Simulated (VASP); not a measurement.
## Ba2SeO: structure and properties in VASP

Aim: relax Ba2SeO, then compute properties on the relaxed cell. The steps: rough relaxation of the start cell, relaxing cell and atoms (PBE), second relaxation, single point with fields (PBE), bands along the symmetry lines (PBE), total and projected DOS (PBE), response to an electric field (PBE) and electric field gradients (PBE). The cell is invented: it takes the structure of COD entry 9008673, MgSe (space group 225 there), with some of its atoms replaced by other elements, volume scaled by an estimate. It may not be a known or stable phase. The atoms of the start are displaced at random from the sites of a P4/mmm cell.

Program: VASP 6.6.1. Level of theory: PBE; plane waves and PAW (Ba_sv, Se, O); invented cell. Results are calculated unless marked as measured.

## (1) Starting point

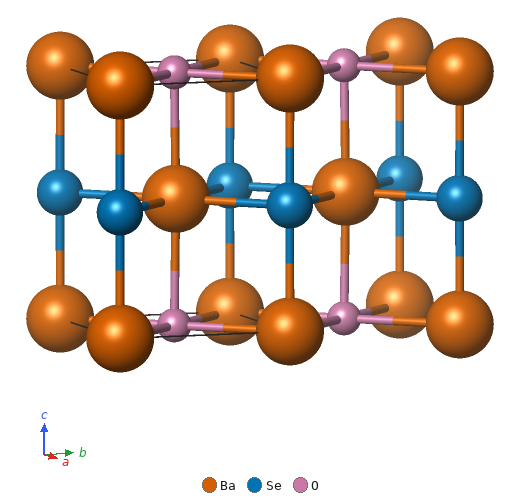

Start, viewed slightly off an axis; barium orange, selenium blue, oxygen pink. 1×2×1 cells are drawn. Some periodic images of atoms are drawn too.

Structure file:

```cif
data_structure
_symmetry_space_group_name_H-M 'Pm'
_symmetry_Int_Tables_number 6
_cell_length_a 4.1259
_cell_length_b 5.8348
_cell_length_c 4.1259
_cell_angle_alpha 90.000
_cell_angle_beta 90.000
_cell_angle_gamma 90.000
_cell_volume 99.32
loop_
_atom_site_label
_atom_site_type_symbol
_atom_site_symmetry_multiplicity
_atom_site_Wyckoff_symbol
_atom_site_fract_x
_atom_site_fract_y
_atom_site_fract_z
_atom_site_occupancy
Ba1 Ba 1 b 0.50163 0.50000 0.50593 1
Ba2 Ba 1 a 0.99772 0.00000 0.00259 1
Se1 Se 1 b 0.00451 0.50000 0.99882 1
O1 O 1 a 0.49845 0.00000 0.49744 1
```

## (2) Rough relaxation of the start cell

The start is only an estimate, so a cheap relaxation brings it near a minimum before any careful run. PBE, the usual starting point, adds the gradient of the density.

INCAR reads:

```
SYSTEM = Ba2SeO
PREC = Normal
ENCUT = 520
EDIFF = 1E-05
NELM = 60
ISMEAR = 0
SIGMA = 0.05
LREAL = .FALSE.
ALGO = Fast
GGA = PE
NBANDS = 22
LORBIT = 11
LWAVE = .FALSE.
LCHARG = .FALSE.
KPAR = 2
IBRION = 2
NSW = 40
ISIF = 3
EDIFFG = -0.04
```

POSCAR reads:

```
Ba2SeO
1.0
    4.1258550000      0.0000000000      0.0000000000
    0.0000000000      4.1258550000      0.0000000000
    0.0000000000      0.0000000000      5.8348400000
Ba Se O
2 1 1
Direct
    0.5016280000      0.5059320000      0.4998490000
   -0.0022800000      0.0025910000      0.0004010000
    0.0045060000     -0.0011830000      0.4996010000
    0.4984470000      0.4974430000     -0.0005440000
```

KPOINTS reads:

```
Automatic mesh
0
Gamma
4 4 3
0 0 0
```

PAW data sets: Ba_sv, Se and O (PBE family, release 64).

Launch:

```console
$ mpirun -np 2 vasp_std
```

The log of the run:

```text
[banner, memory and clock lines left out]
running    2 mpi-ranks, on    1 nodes
[...]
LDA part: xc-table for (Slater+PW92), standard interpolation
 POSCAR, INCAR and KPOINTS ok, starting setup
[...]
entering main loop
       N       E                     dE             d eps       ncg     rms          rms(c)
DAV:   1     0.209753687783E+03    0.20975E+03   -0.15066E+04  1144   0.132E+03
DAV:   2    -0.817993082177E+01   -0.21793E+03   -0.20513E+03  1658   0.250E+02
DAV:   3    -0.216062008025E+02   -0.13426E+02   -0.13223E+02  1542   0.649E+01
DAV:   4    -0.219798084080E+02   -0.37361E+00   -0.37321E+00  1710   0.966E+00
[...]
RMM:  14    -0.191527363881E+02   -0.23307E-04   -0.24634E-04  1077   0.388E-02    0.545E-03
RMM:  15    -0.191527471796E+02   -0.10792E-04   -0.11188E-04   852   0.233E-02    0.237E-03
RMM:  16    -0.191527515652E+02   -0.43856E-05   -0.44933E-05   753   0.152E-02
   1 F= -.19152752E+02 E0= -.19152752E+02  d E =-.191528E+02
[... from here on, the cycles between the ionic steps are left out ...]
   2 F= -.19905800E+02 E0= -.19905800E+02  d E =-.753049E+00
   4 F= -.20127413E+02 E0= -.20127413E+02  d E =-.974662E+00
   7 F= -.20128705E+02 E0= -.20128705E+02  d E =-.570228E-03
  10 F= -.20131674E+02 E0= -.20131674E+02  d E =-.257962E-02
  13 F= -.20215147E+02 E0= -.20215147E+02  d E =-.860522E-01
  16 F= -.20335207E+02 E0= -.20335207E+02  d E =-.261137E-01
  19 F= -.20399217E+02 E0= -.20399217E+02  d E =-.901239E-01
  22 F= -.20485877E+02 E0= -.20485877E+02  d E =-.293986E-01
  25 F= -.20559090E+02 E0= -.20559090E+02  d E =-.374066E-01
  28 F= -.20587110E+02 E0= -.20587110E+02  d E =-.265223E-01
  31 F= -.20659521E+02 E0= -.20659521E+02  d E =-.446464E-01
  34 F= -.20680152E+02 E0= -.20680152E+02  d E =-.180728E-01
  37 F= -.20686486E+02 E0= -.20686486E+02  d E =-.612555E-02
  39 F= -.20688600E+02 E0= -.20688600E+02  d E =-.211338E-02
  40 F= -.20690420E+02 E0= -.20690420E+02  d E =-.182072E-02
 trial-energy change:   -0.001821  1 .order   -0.001899   -0.002982   -0.000816
 step:   2.5246(harm=  2.2109)  dis= 0.01290  next Energy=   -20.690639 (dE=-0.204E-02)
```

Wall time 2.5 min (2 MPI ranks of Intel Xeon 6975P-C (Granite Rapids), shared host); peak memory 0.38 GiB.

The logs omit lines about the potential files and the build; timing stands in the text.

From OUTCAR (step 2):

```text
 k-point     1 :       0.0000    0.0000    0.0000
  band No.  band energies     occupation
    ...
     12      -0.0313      2.00000
     13      -0.0017      2.00000
     14       0.2407      2.00000
     15       0.3568      2.00000
     16       0.7044      2.00000
     17       2.8858      0.00000
     18       3.2325      0.00000
     19       5.0969      0.00000
     20       5.1928      0.00000
     21       5.5244      0.00000
    ...

  Total        0.0453062     -0.1244898     -0.1202023      0.1016703      0.0551511     -0.0277418
  in kB        0.5372867     -1.4763246     -1.4254795      1.2057085      0.6540373     -0.3289900
  external PRESSURE =      -0.7881724 kB  Pullay stress =       0.0000000 kB

 POSITION                                       TOTAL-FORCE (eV/Angst)
 -----------------------------------------------------------------------------------
      2.22729      2.26975      3.60910         0.027767      0.015237      0.027302
      4.44447      0.63856      0.04472        -0.012465     -0.053236     -0.023021
      0.01061      4.58358      3.16834        -0.027965      0.052253      0.004228
      2.22715      1.79080      6.04111         0.012663     -0.014254     -0.008509
 -----------------------------------------------------------------------------------
    total drift:                                0.000521     -0.002103     -0.001258

  FREE ENERGIE OF THE ION-ELECTRON SYSTEM (eV)
  ---------------------------------------------------
  free  energy   TOTEN  =       -20.6904203890 eV

  energy  without entropy=      -20.6904203890  energy(sigma->0) =      -20.69042039

[... 19 further parts left out ...]
[key lines of the parts left out:]
E-fermi :   0.9782
```

CONTCAR:

```
Ba2SeO
   1.00000000000000
     4.4491078038438037   -0.0132849650964549    0.0072843459852480
    -0.0071346091680089    4.6966112290813884   -0.0393518312691792
     0.0076913890766365   -0.0532218559843653    6.4660279982436277
  Ba              Se              O
     2     1     1
Direct
     0.5004342722202582    0.4910410220922456    0.5605874018602058
     0.9991693972562123    0.1388632078224903    0.0066352502059780
     0.0031006815327496    0.9815616847245484    0.4959688210836614
     0.4995966489907759    0.3933170853607189    0.9361155268501495
```

The relaxation used up its NSW steps before forces and stress met EDIFFG.

The next step goes on from the cell that it reached.

## (3) Relaxing cell and atoms (PBE)

Properties are meant for the cell that this level of theory prefers, so cell and atoms are relaxed first (ISIF = 3) until forces and stress are small; EDIFFG sets the threshold.

INCAR reads:

```
SYSTEM = Ba2SeO
PREC = Accurate
ENCUT = 520
EDIFF = 1E-06
NELM = 100
ISMEAR = 0
SIGMA = 0.05
LREAL = .FALSE.
ALGO = Normal
GGA = PE
NBANDS = 22
LORBIT = 11
LWAVE = .FALSE.
LCHARG = .FALSE.
KPAR = 2
IBRION = 2
NSW = 60
ISIF = 3
EDIFFG = -0.01
```

POSCAR reads:

```
Ba2SeO
1.0
    4.4491078038     -0.0132849651      0.0072843460
   -0.0071346092      4.6966112291     -0.0393518313
    0.0076913891     -0.0532218560      6.4660279982
Ba Se O
2 1 1
Direct
    0.5004342722      0.4910410221      0.5605874019
    0.9991693973      0.1388632078      0.0066352502
    0.0031006815      0.9815616847      0.4959688211
    0.4995966490      0.3933170854      0.9361155269
```

KPOINTS reads:

```
Automatic mesh
0
Gamma
5 4 3
0 0 0
```

Launch:

```console
$ mpirun -np 2 vasp_std
```

The log of the run:

```text
[... set-up lines as in an earlier step ...]
 entering main loop
       N       E                     dE             d eps       ncg     rms          rms(c)
DAV:   1     0.218319078937E+03    0.21832E+03   -0.13747E+04  1364   0.125E+03
DAV:   2    -0.722051255661E+01   -0.22554E+03   -0.21417E+03  1920   0.243E+02
DAV:   3    -0.243738437005E+02   -0.17153E+02   -0.17024E+02  1836   0.731E+01
DAV:   4    -0.249148485153E+02   -0.54100E+00   -0.54044E+00  2154   0.114E+01
DAV:   5    -0.249203466676E+02   -0.54982E-02   -0.54971E-02  1688   0.115E+00    0.117E+01
DAV:   6    -0.210073015944E+02    0.39130E+01   -0.22092E+01  1606   0.217E+01    0.745E+00
DAV:   7    -0.207622599903E+02    0.24504E+00   -0.24207E+00  1706   0.889E+00    0.310E+00
DAV:   8    -0.207098066190E+02    0.52453E-01   -0.29905E-01  1700   0.371E+00    0.813E-01
DAV:   9    -0.207269509029E+02   -0.17144E-01   -0.40230E-02  1934   0.117E+00    0.275E-01
DAV:  10    -0.207323618384E+02   -0.54109E-02   -0.79053E-03  1800   0.568E-01    0.174E-01
DAV:  11    -0.207334447711E+02   -0.10829E-02   -0.50508E-03  1834   0.381E-01    0.799E-02
DAV:  12    -0.207336213583E+02   -0.17659E-03   -0.81249E-04  1736   0.191E-01    0.207E-02
DAV:  13    -0.207336419754E+02   -0.20617E-04   -0.13271E-04  1730   0.639E-02    0.162E-02
DAV:  14    -0.207336482808E+02   -0.63054E-05   -0.98487E-05  1718   0.533E-02    0.152E-02
DAV:  15    -0.207336438803E+02    0.44005E-05   -0.22266E-05  1740   0.284E-02    0.274E-03
DAV:  16    -0.207336441153E+02   -0.23501E-06   -0.27297E-06  1378   0.776E-03
   1 F= -.20733644E+02 E0= -.20733644E+02  d E =-.207336E+02
 curvature:   0.00 expect dE= 0.000E+00 dE for cont linesearch  0.000E+00
 trial: gam= 0.00000 g(F)=  0.423E-03 g(S)=  0.300E-02 ort = 0.000E+00 (trialstep = 0.100E+01)
 search vector abs. value=  0.343E-02
 bond charge predicted
       N       E                     dE             d eps       ncg     rms          rms(c)
DAV:   1    -0.207549709116E+02   -0.21327E-01   -0.52516E-01  1364   0.476E+00    0.907E-01
DAV:   2    -0.207403502151E+02    0.14621E-01   -0.77740E-02  1664   0.172E+00    0.355E-01
DAV:   3    -0.207363789014E+02    0.39713E-02   -0.12916E-02  1718   0.763E-01    0.176E-01
DAV:   4    -0.207353055588E+02    0.10733E-02   -0.66093E-03  1768   0.454E-01    0.720E-02
DAV:   5    -0.207353390358E+02   -0.33477E-04   -0.28994E-04  1930   0.902E-02    0.338E-02
DAV:   6    -0.207353578001E+02   -0.18764E-04   -0.49011E-05  2050   0.450E-02    0.142E-02
DAV:   7    -0.207353585820E+02   -0.78193E-06   -0.10207E-05  1920   0.176E-02    0.393E-03
DAV:   8    -0.207353578213E+02    0.76069E-06   -0.14452E-06  1374   0.797E-03
   2 F= -.20735358E+02 E0= -.20735358E+02  d E =-.171371E-02
[... from here on, the cycles between the ionic steps are left out ...]
   3 F= -.20735359E+02 E0= -.20735359E+02  d E =-.171451E-02
   4 F= -.20736129E+02 E0= -.20736129E+02  d E =-.770333E-03
   5 F= -.20736809E+02 E0= -.20736809E+02  d E =-.145053E-02
   6 F= -.20737481E+02 E0= -.20737481E+02  d E =-.671484E-03
   7 F= -.20738402E+02 E0= -.20738402E+02  d E =-.159273E-02
   8 F= -.20739348E+02 E0= -.20739348E+02  d E =-.946392E-03
   9 F= -.20740260E+02 E0= -.20740260E+02  d E =-.185790E-02
  10 F= -.20740727E+02 E0= -.20740727E+02  d E =-.467113E-03
  11 F= -.20740728E+02 E0= -.20740728E+02  d E =-.467930E-03
  12 F= -.20740922E+02 E0= -.20740922E+02  d E =-.194601E-03
  13 F= -.20740922E+02 E0= -.20740922E+02  d E =-.194265E-03
  14 F= -.20741028E+02 E0= -.20741028E+02  d E =-.106316E-03
  15 F= -.20741089E+02 E0= -.20741089E+02  d E =-.166888E-03
 curvature:  -3.70 expect dE=-0.684E-04 dE for cont linesearch -0.118E-06
 trial: gam= 0.10568 g(F)=  0.989E-05 g(S)=  0.863E-05 ort = 0.243E-05 (trialstep = 0.190E+01)
 search vector abs. value=  0.211E-04
 bond charge predicted
       N       E                     dE             d eps       ncg     rms          rms(c)
DAV:   1    -0.207411457521E+02   -0.57232E-04   -0.83750E-03  1364   0.565E-01    0.383E-02
DAV:   2    -0.207411269567E+02    0.18795E-04   -0.23679E-04  1736   0.968E-02    0.200E-02
DAV:   3    -0.207411136959E+02    0.13261E-04   -0.19262E-05  1768   0.292E-02    0.786E-03
DAV:   4    -0.207411116924E+02    0.20035E-05   -0.64555E-06  1736   0.167E-02    0.220E-03
DAV:   5    -0.207411118347E+02   -0.14236E-06   -0.41192E-07  1030   0.387E-03
  16 F= -.20741112E+02 E0= -.20741112E+02  d E =-.229649E-04
 trial-energy change:   -0.000023  1 .order   -0.000023   -0.000036   -0.000011
 step:   2.6951(harm=  2.6951)  dis= 0.00092  next Energy=   -20.741114 (dE=-0.253E-04)
 reached required accuracy - stopping structural energy minimisation
```

Elapsed: 2.1 min, on 2 MPI ranks; peak memory 0.59 GiB; 4.2 min of CPU time.

From OUTCAR (step 3):

```text
  LATTYP: Found a triclinic cell.
 ALAT       =     4.6967815051
 B/A-ratio  =     1.3767409866
 C/A-ratio  =     0.9472728498
 COS(alpha) =     0.0028512300
 COS(beta)  =     0.0045186095
 COS(gamma) =     0.0166103985

The static configuration has the point symmetry C_1 .

 Found     31 irreducible k-points:

   k-points           NKPTS =     31   k-points in BZ     NKDIM =     31   number of bands    NBANDS=     22

   dimension x,y,z NGX =    36 NGY =   36 NGZ =   48
   dimension x,y,z NGXF=    72 NGYF=   72 NGZF=   96

   ENCUT  =  520.0 eV  38.22 Ry    6.18 a.u.   8.27  8.73 12.02*2*pi/ulx,y,z

   NELECT =      32.0000    total number of electrons

 E-fermi :   0.9260

 k-point     1 :       0.0000    0.0000    0.0000
  band No.  band energies     occupation
    ...
     12      -0.1208      2.00000
     13      -0.0500      2.00000
     14       0.1329      2.00000
     15       0.3167      2.00000
     16       0.6661      2.00000
     17       2.7501      0.00000
     18       3.1789      0.00000
     19       5.1236      0.00000
     20       5.1269      0.00000
     21       5.3585      0.00000
    ...

 k-point     2 :       0.2000   -0.0000   -0.0000
  band No.  band energies     occupation
    ...
     12      -0.1590      2.00000
     13      -0.0857      2.00000
     14      -0.0428      2.00000
     15       0.0094      2.00000
     16       0.1813      2.00000
     17       3.2226      0.00000
     18       3.9313      0.00000
     19       4.5620      0.00000
     20       5.1253      0.00000
     21       5.4694      0.00000
    ...

  Total       -0.0084774     -0.0095462      0.0005345      0.0025475     -0.0047864     -0.0007233
  in kB       -0.0987202     -0.1111664      0.0062244      0.0296656     -0.0557378     -0.0084231
  external PRESSURE =      -0.0678874 kB  Pullay stress =       0.0000000 kB

  energy-cutoff  :      520.00
  volume of cell :      137.58
      direct lattice vectors                 reciprocal lattice vectors
     4.438961539 -0.003382192  0.000219500     0.225277791 -0.000156040  0.000094598
     0.003272359  4.740408264  0.026457164     0.000160796  0.210958854 -0.001195139
    -0.002720025  0.037045112  6.538615356    -0.000008213 -0.000853596  0.152942411

 POSITION                                       TOTAL-FORCE (eV/Angst)
 -----------------------------------------------------------------------------------
      2.22087      2.38783      3.69422         0.002895      0.000094      0.001256
      0.00428      0.59863      0.03699        -0.002575     -0.004030      0.000900
      0.00331      4.74160      3.28434        -0.000123      0.000505     -0.002167
      2.22183      1.84610      6.11040        -0.000197      0.003432      0.000011
 -----------------------------------------------------------------------------------
    total drift:                                0.000056      0.000011     -0.000036

  FREE ENERGIE OF THE ION-ELECTRON SYSTEM (eV)
  ---------------------------------------------------
  free  energy   TOTEN  =       -20.7411118347 eV

  energy  without entropy=      -20.7411118347  energy(sigma->0) =      -20.74111183

 reached required accuracy - stopping structural energy minimisation

 total charge
# of ion       s       p       d       tot
------------------------------------------
    1        2.016   5.601   0.352   7.969
    2        2.009   5.597   0.332   7.938
    3        1.435   2.452   0.004   3.891
    4        1.566   3.351   0.000   4.917
--------------------------------------------------
tot          7.027  17.001   0.687  24.715

[... 1 part as in an earlier step ...]

[... 7 further parts left out ...]
```

The gap is read on the k-mesh alone, so it is an upper bound where the band edges lie off the mesh. Harder data sets than Ba_sv exist (the GW ones), and pressures, volumes and forces can shift noticeably with them.

Relaxation path:

```tsv
step	energy less that of the first step (eV)	largest force (eV/Å)	pressure (GPa)	volume (Å³)
1	0.0000	0.0607	0.33	135.10
2	-0.0017	0.0586	-0.06	136.45
3	-0.0017	0.0585	-0.05	136.46
4	-0.0025	0.0523	-0.03	136.57
5	-0.0032	0.0594	0.02	136.83
6	-0.0038	0.0528	0.02	137.00
7	-0.0048	0.0781	-0.01	137.50
8	-0.0057	0.0530	-0.03	137.63
9	-0.0066	0.0342	-0.10	137.94
10	-0.0071	0.0402	0.06	137.41
11	-0.0071	0.0399	0.07	137.43
12	-0.0073	0.0217	-0.01	137.62
13	-0.0073	0.0223	-0.01	137.62
14	-0.0074	0.0141	-0.01	137.61
15	-0.0074	0.0101	0.00	137.59
16	-0.0075	0.0049	-0.01	137.58
```

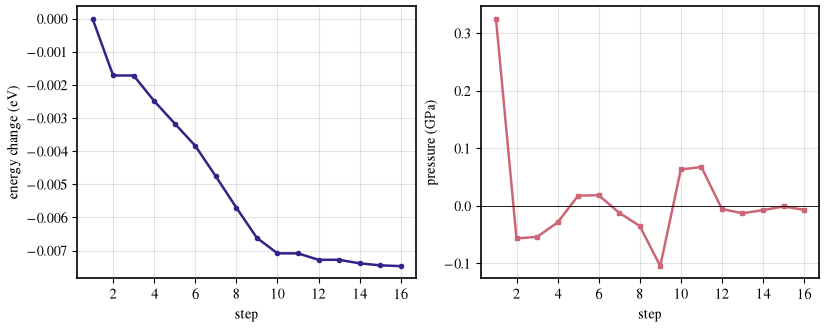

Energy and pressure along the relaxation.

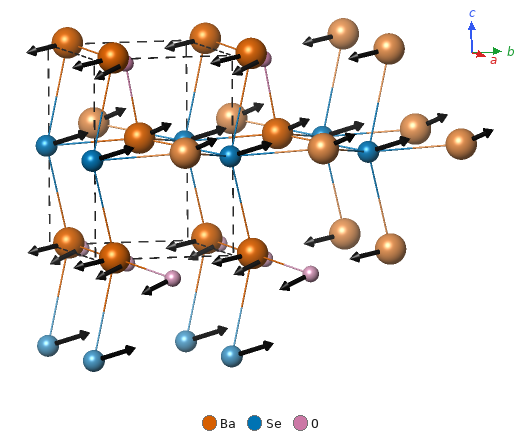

Displacements in the relaxation, exaggerated, measured against the changing cell; the longest in the cell stands for 0.07 Å. 1×2×1 cells are drawn. Some periodic images of atoms are drawn too.

```tsv
cell as run	before	after	change
a (Å)	4.449	4.439	-0.2 %
b (Å)	4.697	4.740	+0.9 %
c (Å)	6.466	6.539	+1.1 %
α (°)	90.95	89.36	-1.8 %
β (°)	89.84	90.02	+0.2 %
γ (°)	90.26	90.00	-0.3 %
volume (Å³/atom)	33.78	34.40	+1.8 %
```

The atoms that moved most (Å, as changes of fractional coordinates times the final cell):

```tsv
atom	dx	dy	dz	length
Se3	-0.012	0.070	0.015	0.073
Ba2	0.008	-0.060	-0.010	0.061
O4	0.005	-0.051	-0.021	0.056
Ba1	-0.001	0.041	0.016	0.044
```

Final coordinates:

```cif
data_structure
_symmetry_space_group_name_H-M 'P 1'
_symmetry_Int_Tables_number 1
_cell_length_a 4.4390
_cell_length_b 4.7405
_cell_length_c 6.5387
_cell_angle_alpha 89.356
_cell_angle_beta 90.021
_cell_angle_gamma 90.004
_cell_volume 137.58
loop_
_atom_site_label
_atom_site_type_symbol
_atom_site_fract_x
_atom_site_fract_y
_atom_site_fract_z
_atom_site_occupancy
Ba1 Ba 0.50029 0.49968 0.56295 1
Ba2 Ba 0.00087 0.12624 0.00515 1
Se3 Se 0.00032 0.99636 0.49827 1
O4 O 0.50082 0.38251 0.93295 1
```

A gap read on the k-mesh alone can miss the band edges.

This step gave:

```
electrons                       : 32
bands                           : 22
irreducible k-points            : 31
symmetry operations             : 1
free energy (TOTEN)             : -20.74 eV
Fermi energy                    : 0.926 eV
pressure                        : -0.006789 GPa
metallic                        : no
valence top at k                : 0, 0, 0
conduction bottom at k          : 0, 0, 0
least direct gap at k           : 0, 0, 0
SCF cycles over all ionic steps : 100
gap on the k-mesh               : 2.084 eV
least direct gap on the k-mesh  : 2.084 eV
```

It ends with a largest force of 0.005 eV/Å and a pressure of -0.01 GPa.

(Part 1 of 4 ends here.)

[Lines on the potential files, build, host, timing and source positions are cut from VASP's logs without a mark.]

[Logs are printed without paths, hosts, clocks, repeated set-up lines and the standing remarks that a program may print on its own settings, such as how far it seeks lower states.]

[Hosts, paths, dates, database ids (printed as entryN), source tags and the programs' standing remarks are cut or masked in the printed files.]

[A measured line is paired with the nearest computed mode of its activity, which favours agreement.]
